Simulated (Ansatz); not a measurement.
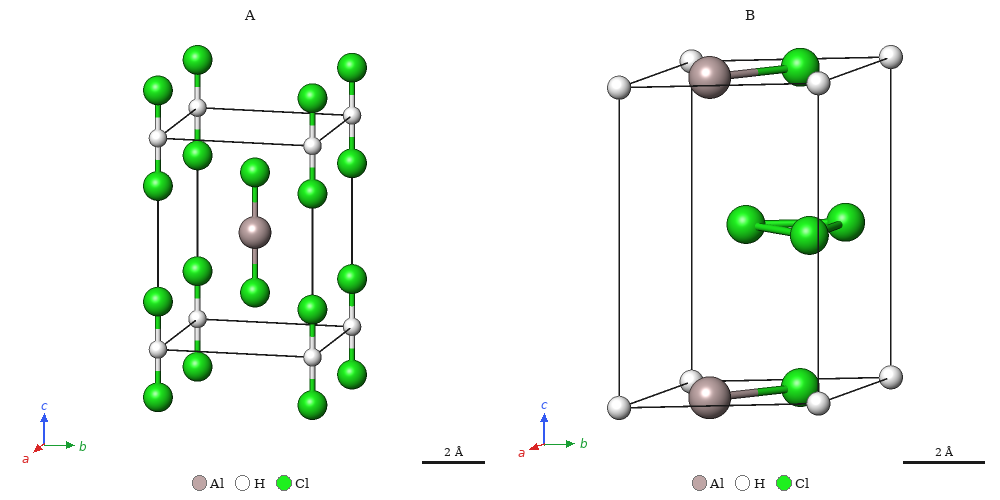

Two structures of AlHCl4, each relaxed to rest (conventional cells in solid outline, small ones repeated, not to one scale). Method: Ansatz, DFT PBE, scalar-relativistic, plane waves, PAW, without spin polarisation.

Give the type and space group of each.

Answer. A: 6 atoms a cell on a primitive tetragonal lattice, P4/mmm. B: 6 atoms a cell on a primitive hexagonal lattice, P-6m2.

Which form lies lower?

Answer. A is lower, by 1106 meV/atom at this level of theory (energies at zero smearing). Volumes: A 31.7, B 29.6 Å³/atom.

One or both may be structure types tried for this composition rather than known phases.
